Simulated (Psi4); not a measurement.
**B3LYP/aug-cc-pVTZ run of H3O+ (oxonium)**

Aim: the vertical singlet–triplet gap of H3O+ (oxonium) at B3LYP/aug-cc-pVTZ, from 2 runs. 

The results are computed with Psi4 1.11.

1 further run of the same task is left out (set aside as unsound or not needed).

## Step 1: The system as given

The species is H3O+ (4 atoms), meant as a singlet with charge +1. As SMILES, `[OH3+]`. Geometry: relaxed at PBE0-D4/def2-TZVP.

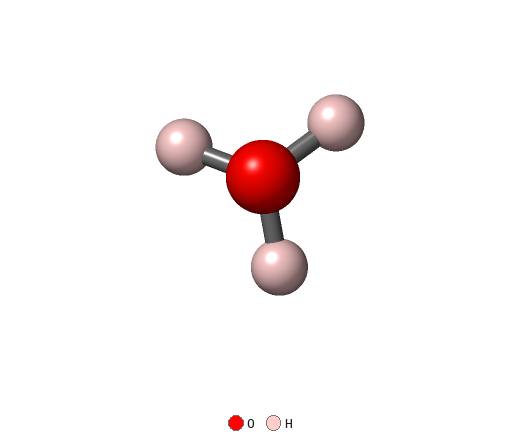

Viewed from a chosen angle; oxygen red, hydrogen pink.

## Step 2: Energy and forces at B3LYP/aug-cc-pVTZ

The input, calc.inp:

```
memory 1.6 GB

molecule system {
  1 1
  O
  H 1 R2
  H 1 R3 2 A3
  H 1 R4 2 A4 3 D4

  R2 = 0.978205
  R3 = 0.978205
  A3 = 113.02582
  R4 = 0.978188
  A4 = 113.01489
  D4 = -129.94022
  units angstrom
  symmetry c1
  no_reorient
  no_com
}

set globals {
  basis                aug-cc-pVTZ
  puream               true
  e_convergence        1e-09
  d_convergence        1e-08
  scf_type             pk
  dft_radial_points    99
  dft_spherical_points 590
}

result, w = gradient('b3lyp', return_wfn=True)
print_variables()
```

Launch:

```console
$ psi4 -i calc.inp -o calc.out -n 1
```

calc.out:

```text
[...]
  Running in c1 symmetry.
[...]
  Nuclear repulsion =   13.956305618847713
[...]
  Multiplicity = 1
[...]
  Nalpha       = 5
  Nbeta        = 5
[...]
    Number of basis functions: 115
[...]
   @RKS iter   1:   -76.64670183255002    1.65515e-01   4.79118e-03 DIIS/ADIIS
[...]
   @RKS iter   7:   -76.73850629740960   -2.26407e-10   7.17752e-09 DIIS
[...]
    Orbital Energies [Eh]
    ---------------------
    Doubly Occupied:
       1A    -19.568192     2A     -1.456311     3A     -0.944311
       4A     -0.944281     5A     -0.748481
[...]
  @RKS Final Energy:   -76.73850629740960
   => Energetics <=
    Nuclear Repulsion Energy =             13.9563056188477130
    One-Electron Energy =                -128.5993471596119662
    Two-Electron Energy =                  45.5220831856272454
    DFT Exchange-Correlation Energy =      -7.6175479422725889
    Empirical Dispersion Energy =           0.0000000000000000
    VV10 Nonlocal Energy =                  0.0000000000000000
    Total Energy =                        -76.7385062974096144
[...]
 Multipole Moments:
 ------------------------------------------------------------------------------------
     Multipole            Electronic (a.u.)      Nuclear  (a.u.)        Total (a.u.)
 ------------------------------------------------------------------------------------
 L = 1.  Multiply by 2.5417464519 to convert [e a0] to [Debye]
 Dipole X            :          0.0237807           -0.5440757           -0.5202950
 Dipole Y            :         -0.0110760            0.2540071            0.2429311
 Dipole Z            :         -0.0073136            0.1679938            0.1606802
 Magnitude           :                                                    0.5962722
[...]
  -Total Gradient:
     Atom            X                  Y                   Z
    ------   -----------------  -----------------  -----------------
       1       -0.001573447194     0.000737743000     0.000496973666
       2        0.000123996853    -0.000071435771    -0.001732435905
       3        0.000119011726    -0.001624788185     0.000608397556
       4        0.001330205020     0.000958602955     0.000627204646
[...]
```

Run time: 35 s. Hardware: 1 thread of Intel Xeon Platinum 8259CL at 2.50GHz (Skylake/Cascade Lake), shared host; peak memory 0.68 GiB.

## Step 3: The triplet at the same level

The input, h3o.xyz:

```xyz
4
H3O
O      0.181970    -0.056700    -0.052760
H      0.219060     0.918440     0.015140
H     -0.408890    -0.368290    -0.767380
H      0.007860    -0.493450     0.805020
```

The input, h3o_ase.py:

```python
import numpy as np
from ase.calculators.psi4 import Psi4
from ase.io import read

mol = read('h3o.xyz')
calc = Psi4(atoms=mol, method='b3lyp', basis='aug-cc-pVTZ', memory='1600MB', num_threads=1, charge=1, multiplicity=3, label='calc', reference='uks')
calc.psi4.set_options({'puream': True, 'e_convergence': 1e-09, 'd_convergence': 1e-08, 'scf_type': 'pk', 'dft_radial_points': 99, 'dft_spherical_points': 590, 'maxiter': 100})
mol.calc = calc

forces = mol.get_forces()
print(f'energy: {mol.get_potential_energy():.6f} eV')
print('forces / eV A^-1')
print(np.round(forces, 5))
```

Launch:

```console
$ python h3o_ase.py
```

calc.dat:

```text
[...]
  Running in c1 symmetry.
[...]
  Nuclear repulsion =   13.956307360664804
[...]
  Multiplicity = 3
[...]
  Nalpha       = 6
  Nbeta        = 4
[...]
    Number of basis functions: 115
[...]
   @UKS iter   1:   -76.31893299074844    4.93284e-01   1.51831e-03 ADIIS/DIIS
[...]
   @UKS iter   9:   -76.33951004516827   -1.06297e-11   5.24626e-09 DIIS
[...]
   @S^2 Observed:                2.001325437E+00
[...]
    Orbital Energies [Eh]
    ---------------------
    Alpha Occupied:
       1A    -19.799430     2A     -1.656120     3A     -1.104170
       4A     -1.104145     5A     -1.015051     6A     -0.411128
    Alpha Virtual:
       7A     -0.273322     8A     -0.273319     9A     -0.172589
      10A     -0.150494    11A     -0.150487    12A     -0.125111
      13A     -0.082663    14A     -0.082653    15A     -0.066618
      16A     -0.062957    17A     -0.062954    18A      0.035927
      19A      0.073317    20A      0.073321    21A      0.074123
      22A      0.084716    23A      0.096679    24A      0.096680
      25A      0.174699    26A      0.174703    27A      0.235849
[...]
  @UKS Final Energy:   -76.33951004516827
   => Energetics <=
    Nuclear Repulsion Energy =             13.9563073606648036
    One-Electron Energy =                -126.6348866146285559
    Two-Electron Energy =                  43.8552436885045722
    DFT Exchange-Correlation Energy =      -7.5161744797090924
    Empirical Dispersion Energy =           0.0000000000000000
    VV10 Nonlocal Energy =                  0.0000000000000000
    Total Energy =                        -76.3395100451682680
[...]
 Multipole Moments:
 ------------------------------------------------------------------------------------
     Multipole            Electronic (a.u.)      Nuclear  (a.u.)        Total (a.u.)
 ------------------------------------------------------------------------------------
 L = 1.  Multiply by 2.5417464519 to convert [e a0] to [Debye]
 Dipole X            :          0.5017985           -0.5737000           -0.0719015
 Dipole Y            :         -0.1563954            0.1787591            0.0223636
 Dipole Z            :         -0.1454420            0.1663531            0.0209112
 Magnitude           :                                                    0.0781488
[...]
  -Total Gradient:
     Atom            X                  Y                   Z
    ------   -----------------  -----------------  -----------------
       1       -0.010689525138     0.003335869169     0.003097230698
       2       -0.033899538933    -0.121590369327    -0.000704555682
       3        0.050202868649     0.050746214843     0.104100252564
       4       -0.005614014899     0.067508401379    -0.106492866880
[...]
```

The script printed:

```text
energy: -2077.303877 eV
forces / eV A^-1
[[ 0.54968 -0.17154 -0.15927]
 [ 1.74318  6.25243  0.03623]
 [-2.58154 -2.60948 -5.35305]
 [ 0.28868 -3.47142  5.47608]]
```

It took 46 s on 1 thread of Intel Xeon Platinum 8259CL at 2.50GHz (Skylake/Cascade Lake), shared host; peak memory 0.69 GiB.

## Step 4: Summary of results

At B3LYP/aug-cc-pVTZ:

```
                                        quantity         value
                           singlet: total energy  -76.73851 Eh
                            singlet: HOMO energy     -20.37 eV
                            singlet: LUMO energy      -7.69 eV
                          singlet: HOMO–LUMO gap      12.67 eV
               singlet: largest force on an atom    0.093 eV/Å
                           triplet: total energy  -76.33951 Eh
     triplet: HOMO energy (highest over α and β)     -11.19 eV
                                   triplet: ⟨S²⟩         2.001
               triplet: largest force on an atom    6.491 eV/Å
vertical energy of the triplet above the singlet     10.857 eV
```

What this shows: At this shape the triplet lies 10.86 eV (250 kcal/mol) above the singlet.
